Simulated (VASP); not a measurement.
Energy against volume of LiH (rock salt). All values below come from vdW-DF-cx, VASP's PBE PAW potentials (set 64) (plane waves; VASP).

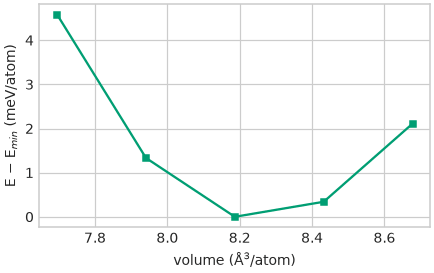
*Energy against volume*

### Question
Estimate the equilibrium volume and the bulk modulus.

### Answer
The minimum lies near 8.3 Å³/atom, and the curvature gives B0 of about 35 GPa.

The compound is LiH in the rock salt structure. It was relaxed first.
